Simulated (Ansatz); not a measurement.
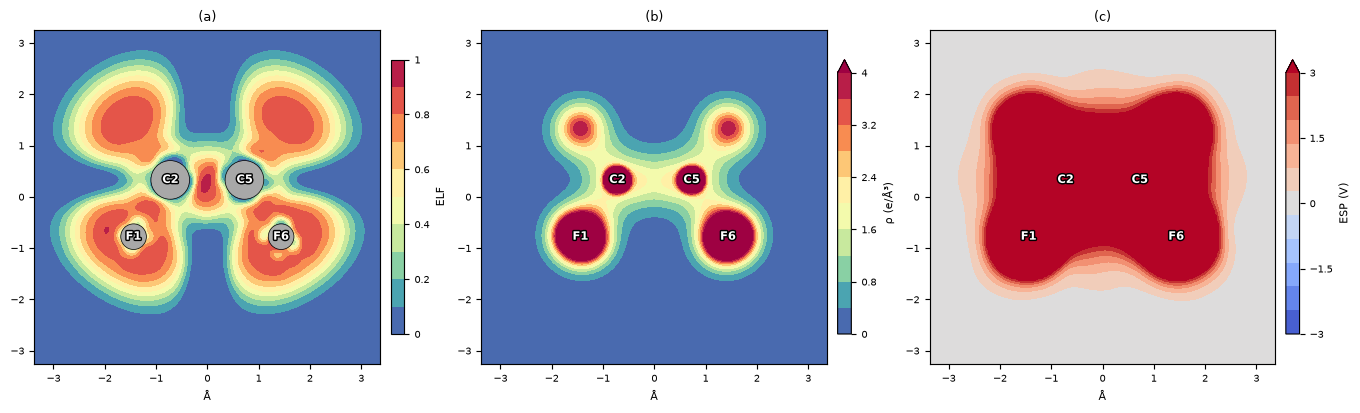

Figure. C₂F₄O (SMILES FC1(F)OC1(F)F). (a) ELF; (b) total electron density; (c) electrostatic potential on the plane of atoms C2, C5 and F6. Grey discs cover the atomic cores in the ELF map.

Geometry: PBE0-D4/def2-TZVP.

The calculation used RKS PBE0-D4/def2-TZVPP in Ansatz 0.2.0.

```yaml
atoms:
  - { symbol: F, position_ang: [-0.3081, -1.1705, 1.3580] }
  - { symbol: C, position_ang: [-0.1199, -0.7072, 0.1387] }
  - { symbol: F, position_ang: [-0.6117, -1.5524, -0.7447] }
  - { symbol: O, position_ang: [1.1446, -0.1978, -0.1364] }
  - { symbol: C, position_ang: [0.0802, 0.6973, -0.1453] }
  - { symbol: F, position_ang: [0.0899, 1.6223, 0.7933] }
  - { symbol: F, position_ang: [-0.2138, 1.2404, -1.3094] }
```

Describe what can be read from this map.

Answer. Atoms in the plane: F and C.
C–F (1.32 Å): the density is about 2.5 e/Å³ at the midpoint; the ELF peaks at about 0.85 between the atoms (a shared but strongly polarised pair).
C–C (1.45 Å): ρ at the midpoint is about 1.9 e/Å³; the ELF peaks at about 0.95 between the atoms; a covalent bond.
The ELF also peaks beside F1, F6, F3 and F7, away from the bonds: lone-pair regions.
The potential has no marked negative region in this plane.
